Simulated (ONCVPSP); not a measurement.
Pseudopotential generation for Ga

System: gallium (Ga, Z = 31), core [Ar] 3d10, reference valence 4s1 (an ion of charge +2), valence charge 3.
Method: ONCV potential, PBEsol, scalar-relativistic, made with ONCVPSP 4.0.1.

Input:
```
# ATOM AND REFERENCE CONFIGURATION
# atsym  z   nc   nv     iexc    psfile
  Ga 31.00    6    1  -116133      upf
#
#   n    l    f
    1    0    2.00
    2    0    2.00
    2    1    6.00
    3    0    2.00
    3    1    6.00
    3    2   10.00
    4    0    1.00
#
# PSEUDOPOTENTIAL AND OPTIMIZATION
# lmax
    2
#
#   l,   rc,      ep,       ncon, nbas, qcut
    0    1.60    0.00    4    7    4.80
    1    1.25    0.38    5    9    5.80
    2    1.25    0.23    4    8    6.60
#
# LOCAL POTENTIAL
# lloc, lpopt,  rc(5),   dvloc0
    1    5    1.25    0.00
#
# VANDERBILT-KLEINMAN-BYLANDER PROJECTORs
# l, nproj, debl
    0    2    2.80
    1    0    1.80
    2    1    3.10
#
# MODEL CORE CHARGE
# icmod, fcfact, rcfact
    3    2.50    1.60
#
# LOG DERIVATIVE ANALYSIS
# epsh1, epsh2, depsh
   -2.00    5.00    0.02
#
# OUTPUT GRID
# rlmax, drl
    6.00    0.01
#
# TEST CONFIGURATIONS
# ncnf
    4
# nvcnf
#   n    l    f
    2
    4    0    2.00
    4    1    1.00
#
    1
    4    0    2.00
#
    2
    4    0    2.00
    4    1    0.50
#
    2
    4    0    1.00
    4    1    2.00
#
```

Hardware: 1 CPU thread, shared host.

Command:
```bash
oncvpsp.x < Ga.dat > Ga.out
```

Output (extracts):
```
ONCVPSP  (Optimized Norm-Conservinng Vanderbilt PSeudopotential)
scalar-relativistic version 4.0.1

#   n    l    f        energy (Ha)
    1    0    2.00    -3.7637606E+02
    2    0    2.00    -4.7092232E+01
    2    1    6.00    -4.1103991E+01
    3    0    2.00    -6.1788228E+00
    3    1    6.00    -4.3747456E+00
    3    2   10.00    -1.4474688E+00
    4    0    1.00    -9.5668758E-01

Reference configufation results
  iterations    25
  all-electron total energy (Ha)   -1.94147356D+03

Begin loop to  construct optimized pseudo wave functions
and semi-local pseudopoentials for all angular momenta

   Wellstate for l =  0  n =  6
     eigenvalue =   1.8433
     asymptotic potential =   2.3433
     half-point radius =  3.1825

Calculating optimized projector #   1

 for l=   0

    Fraction of norm inside rc  0.274134
    Optimizing pswf for qcut=   4.79 a_B^-1,  ecut=  11.50 Ha
    Residual kinetic energy error=  1.04D-04 Ha

    Energy error per electron        Cutoff
         Ha          eV             Ha
         0.01000     0.27211        5.71
         0.00100     0.02721        8.24
         0.00010     0.00272       13.18
         0.00001     0.00027       47.13

Calculating optimized projector #   2

 for l=   0

    Fraction of norm inside rc  0.072126
    Optimizing pswf for qcut=   4.79 a_B^-1,  ecut=  11.50 Ha
    Residual kinetic energy error=  3.41D-03 Ha

    Energy error per electron        Cutoff
         Ha          eV             Ha
         0.01000     0.27211        9.67
         0.00100     0.02721       13.88
         0.00010     0.00272       31.96
         0.00001     0.00027       64.03

   Wellstate for l =  1  n =  5
     eigenvalue =   0.3800
     asymptotic potential =   0.8800
     half-point radius =  3.2892

Calculating optimized projector #   1

 for l=   1

    Fraction of norm inside rc  0.041087
    Optimizing pswf for qcut=   5.80 a_B^-1,  ecut=  16.80 Ha
    Residual kinetic energy error=  4.58D-02 Ha
 ERROR pspot:  first pseudo wave function has node,          program will stop
 ERROR pspot: try changing psp parameters for this l
```

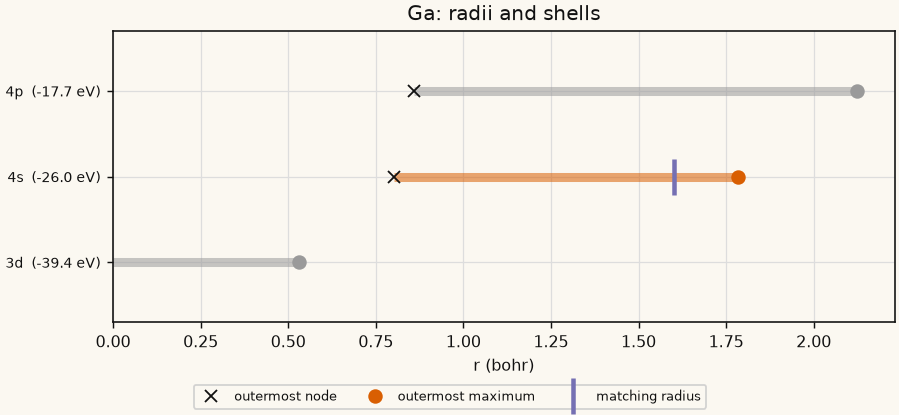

*Outer shells of the all-electron reference atom: each bar runs from the outermost node (or the nucleus) to the outermost maximum of u(r); the tick is the radius chosen for the pseudo-wave. Shells without a tick have no pseudo-wave of their own. Levels, nodes and maxima are from ld1.x, scalar-relativistic.*

- Radii against the shells: 4s: 1.60 bohr, between node and maximum.

Outcome:

```tsv
quantity	value
outcome	ended with an error
wall time	0.58 s
```

What went wrong:

The generator stopped with the message “ERROR pspot: first pseudo wave function has node, program will stop”. In words: the optimised pseudo-wave of the first projector has a node, so the radial equation cannot be inverted for a potential. It was at work on the p channel when it stopped.
